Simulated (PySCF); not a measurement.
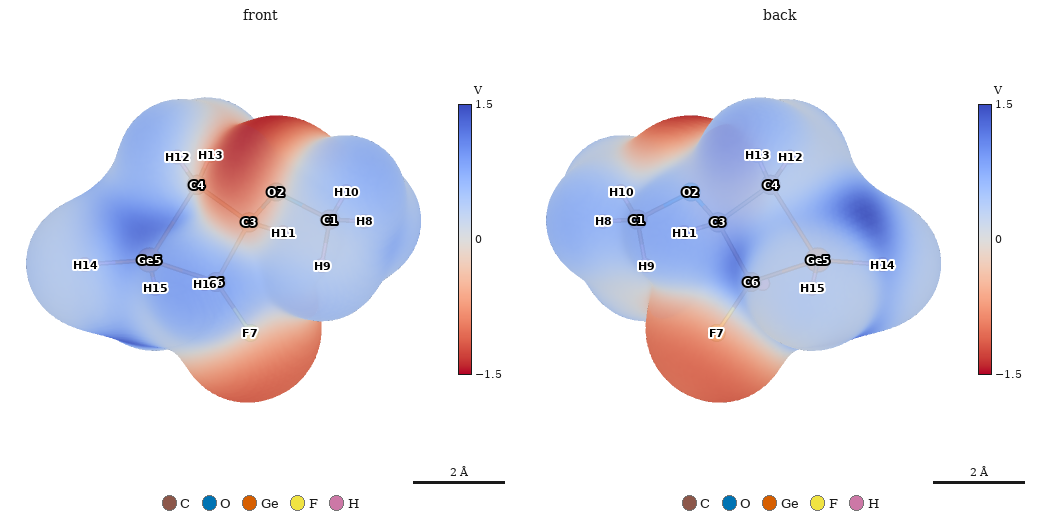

The picture shows: C4H9FGeO. The molecular electrostatic potential painted on the density surface at 0.002 e/bohr³, seen from the front and from behind; red is negative and blue positive.

Geometry: GFN2-xTB.

Computed with CAM-B3LYP/def2-SVPD, SCF density, gas phase in PySCF.

The calculation's input:

```
{"job": {"kind": "uv", "xc": "CAM-B3LYP", "basis": "def2-SVPD", "nstates": 8, "ntriplets": 3}, "charge": 0, "multiplicity": 1}
C     -2.426588     0.069930     0.257507
O     -1.249221     0.839894     0.290768
C     -0.077818     0.078149     0.421606
C      1.142069     0.984178     0.665014
Ge     2.263368    -0.203604    -0.460254
C      0.363060    -0.683304    -0.847254
F      0.000159    -2.014059    -0.836638
H     -2.543009    -0.511702     1.180296
H     -2.435937    -0.619694    -0.593431
H     -3.251552     0.773066     0.163261
H     -0.191727    -0.654814     1.234446
H      0.963089     1.949156     0.193212
H      1.363184     1.150455     1.715575
H      3.117550     0.371585    -1.559500
H      3.026302    -1.279026     0.258553
H     -0.070527    -0.241266    -1.747751
```

Command:

```sh
OMP_NUM_THREADS=1 python probes_run.py task.json out
```

Where is the surface potential most negative and most positive?

The most negative region (about −1.4 V) lies over O2, the most positive (about +1.4 V) over Ge5. O2 is the likeliest acceptor of a hydrogen bond.

How polar is the molecule by this calculation?

Its dipole moment is 0.84 D.
